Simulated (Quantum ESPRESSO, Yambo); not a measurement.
# Quasiparticle gap of BAs (F-43m) in Yambo, part 3 of 3

How does a plane-wave GW calculation on BAs (F-43m) run from the first input to the gap?

Quantum ESPRESSO 7.5 and Yambo 5.3.0; PBE and many-body steps on it, plane waves. Known limits of the many-body steps: not at the basis limit; exchange with frozen shells missing; no spin-orbit coupling.

So far. Step 3 (Bands along the symmetry lines): The gap is 1.209 eV, as in the run before at this level. Step 4 (Empty states on the mesh, 6×6×6 mesh, 184 bands): On this mesh the gap is 1.294 eV. The earlier step found 1.209 eV, so this mesh misses an edge.

## (6) Screening and self-energy, 6×6×6 mesh, 184 bands, screening to 217.7 eV

G0W0 replaces the xc potential by the self-energy, built once from these orbitals. Only a window of levels is corrected, while the sums run over the empty bands that the input names.

This step: G0W0 on PBE, plane waves, norm-conserving pseudopotentials.

gw3.in reads:

```
HF_and_locXC
gw0
dyson
ppa
em1d
rim_cut
RandQpts= 1000000
RandGvec= 1 RL
EXXRLvcs= 76 Ry
VXCRLvcs= 304 Ry
Chimod= "HARTREE"
% BndsRnXp
 1 | 184 |
%
NGsBlkXp= 16 Ry
% LongDrXp
 1 | 1 | 1 |
%
% GbndRnge
 1 | 184 |
%
DysSolver= "n"
ExtendOut
PPAPntXp= 27.21138 eV
% QPkrange
 1 | 1 | 8 | 11 |
 10 | 10 | 8 | 11 |
%
```

Run with:

```sh
> OMP_NUM_THREADS=1 mpirun -n 4 yambo -F gw3.in -J gw3 -C gw3 > gw3.log
```

The log of the run:

```text
 Yambo, version 5.3.0

 [02] CORE Variables Setup
 =========================

  [... cell, symmetries and grids as in the set-up ...]

  [02.05] Energies & Occupations
  ==============================

  [X] === General ===
  [X] Electronic Temperature                        :  0.000000  0.000000 [eV K]
  [X] Bosonic    Temperature                        :  0.000000  0.000000 [eV K]
  [X] Finite Temperature mode                       : no
  [X] El. density                                   :  0.66049E+24 [cm-3]
  [X] Fermi Level                                   :  11.34311 [eV]

  [X] === Gaps and Widths ===
  [X] Conduction Band Min                           :  1.294135 [eV]
  [X] Valence Band Max                              :  0.000000 [eV]
  [X] Filled Bands                                  :   9
  [X] Empty Bands                                   :   10  184
  [X] Direct Gap                                    :  3.292229 [eV]
  [X] Direct Gap localized at k                     :  1
  [X] Indirect Gap                                  :  1.294135 [eV]
  [X] Indirect Gap between kpts                     :   1  10
  [X] Last valence band width                       :  4.947480 [eV]
  [X] 1st conduction band width                     :  3.060953 [eV]

 [03] Transferred momenta grid and indexing
 ==========================================

 IBZ Q-points                                      :  16
 BZ  Q-points                                      :  216

 K/Q-points units:
 rlu = crystal or reduced units; cc = cartesian coordinates; iku = interal k-units

 Q [ 1]         [rlu]:  0.000000  0.000000  0.000000
 Q [ 2]         [rlu]: -0.44040E-17 -0.44040E-17  0.16667
 Q [ 3]         [rlu]: -0.88081E-17 -0.88081E-17  0.33333
 Q [ 4]         [rlu]: -0.63303E-17 -0.63303E-17 -0.50000
 Q [ 5]         [rlu]: -0.90023E-17  0.16667      0.16667
 Q [ 6]         [rlu]: -0.14373E-16  0.16667      0.33333
 Q [ 7]         [rlu]:  0.33135E-17  0.16667      0.50000
 Q [ 8]         [rlu]: -0.63303E-17  0.16667     -0.33333
 Q [ 9]         [rlu]:  0.28747E-16  0.16667     -0.16667
 Q [10]         [rlu]: -0.18005E-16  0.33333      0.33333
     [... 4 further rows ...]
 Q [15]         [rlu]:  0.166667  0.333333 -0.333333
 Q [16]         [rlu]:  0.166667 -0.500000 -0.333333

 [04] Coloumb potential Random Integration (RIM)
 ===============================================

  [04.01] RIM initialization
  ==========================

  * Diagonal components only detected *

  8 x (sBL volume)        :  0.049954 [a.u.]
  sBZ random points       :  1000000
  Points outside the sBZ  :   7968281
  RL volume               :  1.348768 [a.u.]
  Integrated volume       :  1.354137 [a.u.]

  [04.02] RIM integrals
  =====================

  Gamma point sphere radius             :  0.066805 [a.u.]
  Points outside the sphere             :   800476
  [Int_sBZ(q=0) 1/q^2]*(Vol_sBZ)^(-1/3) =:  7.776341
                                 should be <:  7.795600

  Summary of Coulomb integrals for non-metallic bands |Q|[au] RIM/Bare

  Q [1] 0.100000E-4 0.997530 * Q [2] 0.200926 1.068930
  Q [5] 0.232009 1.068679 * Q [9] 0.328110 1.029814
  Q [6] 0.384743 1.023420 * Q [3] 0.401851 1.020719
  Q [10] 0.464018 1.017590 * Q [8] 0.505652 1.014476
  Q [14] 0.518788 1.014367 * Q [7] 0.568303 1.012582
  Q [11] 0.602777 1.011829 * Q [4] 0.602777 1.011206
  Q [12] 0.656220 1.010226 * Q [15] 0.686291 1.009617
  Q [13] 0.696026 1.009452 * Q [16] 0.733676 1.008801

 [05] Dipoles
 ============

  [05.01] Setup: observables and procedures
  =========================================

 [06] Dynamic Dielectric Matrix (PPA)
 ====================================

 [WR./gw3//ndb.pp]---------------------------------------------------------------
  Brillouin Zone Q/K grids (IBZ/BZ)                :   16  216   16  216
  RL vectors                                       :  2733 [WF]
  Coulomb cutoff potential                         : none
  Electronic Temperature                           :  0.000000 [K]
  Bosonic    Temperature                           :  0.000000 [K]
  PPA    diel. fun.  energies                      : Perdew, Burke & Ernzerhof(X)+Perdew, Burke & Ernzerhof(C)
  wavefunctions                                    : Perdew, Burke & Ernzerhof(X)+Perdew, Burke & Ernzerhof(C)
  Global Gauge                                     : length
  X matrix size                                    :  229
  X band range                                     :    1  184
  X e/h energy range                               : -1.000000 -1.000000 [eV]
  X Time ordering                                  : R
  X Hxc Kernel                                     : HARTREE
  X Drude frequency                                :  0.000000  0.000000
  X poles                                          :  100.0000 [o/o]
  RL vectors in the sum                            :  2733
  [r,Vnl] included                                 : yes
  Field direction                                  :  0.577350E-5  0.577350E-5  0.577350E-5
  BZ energy Double Grid                            : no
  BZ energy DbGd points                            : 0
  BZ Q point size factor                           : -1.000000
  X Optical Averaged directions                    : none

 [07] Local Exchange-Correlation + Non-Local Fock
 ================================================

 [VXC] Plane waves :  16457
 [EXS] Plane waves :  2109

 QP @ state[ 1 ] K range:  1  1
 QP @ state[ 1 ] b range:   8  11
 QP @ state[ 2 ] K range:  10  10
 QP @ state[ 2 ] b range:   8  11

 [xc] Functional : Perdew, Burke & Ernzerhof(X)+Perdew, Burke & Ernzerhof(C)
 [xc] LIBXC used to calculate xc functional
  PP Number of Atomic Species                      :  2
  NLCC RL compoments                               :  16457
  PP Number of Atomic Species                      :  2
  NLCC RL compoments                               :  16457

 [xc] E_xc :  -12.07688 [Ha]
      E_xc :  -24.15377 [Ry]

  Local XC kind (lXC) : Perdew, Burke & Ernzerhof(X)+Perdew, Burke & Ernzerhof(C)
  Non-Local XC kind (nlXC) : Hartree-Fock

  Corrections @ K [1] :  [eV]
 <8|nlXC|8> = -15.45163 -0.32860E-17 <8|lXC|8> = -13.70138 -0.22502E-20
 <9|nlXC|9> = -15.45160 -0.10568E-17 <9|lXC|9> = -13.70138  0.23559E-16
 <10|nlXC|10> = -8.482466  0.18391E-18 <10|lXC|10> = -12.55019  0.41306E-16
 <11|nlXC|11> = -8.482398  0.46250E-17 <11|lXC|11> = -12.55019 -0.14163E-15

  Corrections @ K [10] :  [eV]
 <8|nlXC|8> = -16.11124  0.11779E-16 <8|lXC|8> = -12.77969  0.47220E-16
 <9|nlXC|9> = -16.11167  0.14943E-16 <9|lXC|9> = -12.77969  0.47203E-16
 <10|nlXC|10> = -7.350570 -0.25478E-17 <10|lXC|10> = -11.35333 -0.94448E-16
 <11|nlXC|11> = -6.180059  0.14504E-17 <11|lXC|11> = -10.88801  0.94436E-16

 [08] Dyson equation: Newton solver
 ==================================

  [08.01] G0W0 (W PPA)
  ====================

  [  GW  ] Bands range     :    1  184
  [GW/PPA] G damping       :  0.100000 [eV]

  QP @ state[ 1 ] K range:  1  1
  QP @ state[ 1 ] b range:   8  11
  QP @ state[ 2 ] K range:  10  10
  QP @ state[ 2 ] b range:   8  11

   Sc/G bands                                       :    1  184
   Sc/G damping                                     :  0.100000 ev
   Sc bands terminator                              : no
   Sx RL components                                 :  2109

   QP @ state[ 1 ] K range                          :  1  1
   QP @ state[ 1 ] b range                          :   8  11
   QP @ state[ 2 ] K range                          :  10  10
   QP @ state[ 2 ] b range                          :   8  11
   GF energies kind                                 : Perdew, Burke & Ernzerhof(X)+Perdew, Burke & Ernzerhof(C)
   GF WF`s kind                                     : Perdew, Burke & Ernzerhof(X)+Perdew, Burke & Ernzerhof(C)
   Xs energies kind                                 : Perdew, Burke & Ernzerhof(X)+Perdew, Burke & Ernzerhof(C)
   Xs WF`s kind                                     : Perdew, Burke & Ernzerhof(X)+Perdew, Burke & Ernzerhof(C)

 [11] Game Over & Game summary
```

It took 6.9 min on 4 MPI ranks of Arm Neoverse V1, shared host; peak memory 1.8 GiB.

Numbers from this step:

| Item | Value |
| --- | --- |
| G0W0 gap on the points computed | 2.207 eV |
| starting gap on the mesh | 1.294 eV |
| k of the valence top | 0, 0, 0 |
| k of the conduction bottom | 0, 0.3333, 0.3333 |
| least direct G0W0 gap on the computed points | 4.122 eV |
| Z at the valence top | 0.8051 |
| Z at the conduction bottom | 0.8145 |

The gap on the mesh goes from 1.29 eV to 2.21 eV, a correction of +0.91 eV. The start differs from the 1.21 eV found before because the two sample other k points.

Limits: finite bands, cutoff and mesh; exchange with frozen shells missing; no spin-orbit coupling. v1 is the top filled band, c1 the lowest empty one. Levels before and after the correction, in eV, zero at the valence-band top of each column:

|  | conduction bottom | valence top |
| --- | --- | --- |
| Kohn-Sham | 1.29 | 0.00 |
| G0W0 | 2.21 | 0.00 |

|  | level | energy (eV) |
| --- | --- | --- |
| Kohn-Sham | Γ v2-v1 | 0.000 |
| Kohn-Sham | Γ c1-c2 | 3.292 |
| Kohn-Sham | (0 0.333 0.333) v2-v1 | -3.451 |
| Kohn-Sham | (0 0.333 0.333) c1 | 1.294 |
| Kohn-Sham | (0 0.333 0.333) c2 | 3.157 |
| G0W0 | Γ v2-v1 | 0.000 |
| G0W0 | Γ c1-c2 | 4.122 |
| G0W0 | (0 0.333 0.333) v2-v1 | -3.672 |
| G0W0 | (0 0.333 0.333) c1 | 2.207 |
| G0W0 | (0 0.333 0.333) c2 | 4.135 |

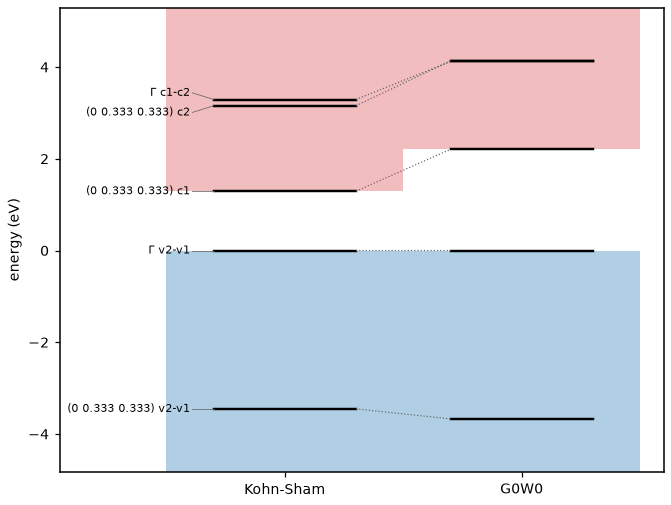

Levels before and after the correction. Shaded: valence and conduction bands.

## (7) Where the time went

Times are wall times on the hardware named with each run, good to a factor of about two.

| step | time | share | memory (GiB) |
| --- | --- | --- | --- |
| ground state | 4.4 s | 1 % | 0.21 |
| bands along the symmetry lines | 2.7 s | 1 % | 0.19 |
| empty states on the mesh | 15 s | 3 % | 0.32 |
| conversion and set-up | 2.3 s | 1 % | 0.24 |
| screening and self-energy | 6.9 min | 95 % | 1.8 |

## (8) What came out

```json
{
  "PBE gap": "1.21 eV, indirect",
  "G0W0 gap on the mesh": "2.21 eV",
  "G0W0 gap over the zone (rigid shift)": "2.12 eV",
  "GW settings": "6×6×6 mesh, 184 bands, screening to 217.7 eV, Godby-Needs plasmon pole",
  "known limits": "not at the basis limit; exchange with frozen shells missing; no spin-orbit coupling"
}
```

**Reading.** G0W0 moves the gap on the mesh from 1.29 eV to 2.21 eV (+0.91 eV), with Z of 0.81 and 0.81 at the edges. The mesh misses the band edges by 0.08 eV in all; a rigid shift gives 2.12 eV for the zone. Only 2 of the mesh's irreducible points were corrected, so a valley elsewhere could overtake. The dearest step here is «screening and self-energy». Against experiment, by G0W0@PBE: the direct gap of 4.12 eV lies +0.002 eV from the measured 4.12 eV (direct, 300 K, 2019); the gap of 2.12 eV lies +0.30 eV from the measured 1.82 eV (indirect, 300 K, 2019); the gap of 2.12 eV lies +0.10 eV from the measured 2.02 eV (indirect, 300 K, 2019). An exciton line or allowed optical edge lies below the quasiparticle gap by the binding energy; a forbidden edge can push the onset above it. The calculation has static nuclei and no excitons; a measured gap holds zero-point and thermal motion, which mostly lowers it. Bands and cutoff are finite, so the gap is not at the basis limit. The miss can reach some tenths of an eV and take either sign; the mesh is an error of its own. In the G0W0 run levels were corrected at 2 k points alone, so a gap called «on the mesh» is the least over those, and an edge elsewhere would be missed. A denser mesh or path gives a starting gap of 1.21 eV: the GW mesh misses a band edge, so its gaps are not the fundamental one. The norm-conserving file of at least one element keeps a d shell over frozen s and p shells of the same row. Exchange with those shells is missing from the self-energy, an error of 0.3 to 0.9 eV in cases checked, whose sign depends on which edge lies on those atoms. The many-body steps are scalar-relativistic: spin-orbit coupling is not in them.

[Paths, hosts, dates, memory and timing lines, banners, echoed tables and standing remarks are left out of the program output.]

[Logs are printed without paths, hosts, clocks, repeated set-up lines and the standing remarks that a program may print on its own settings, such as how far it seeks lower states.]

[Runs of the session that timed out or met a known fault of the program may be left out.]

[Hosts, paths, dates, database ids (printed as entryN), source tags and the programs' standing remarks are cut or masked in the printed files.]
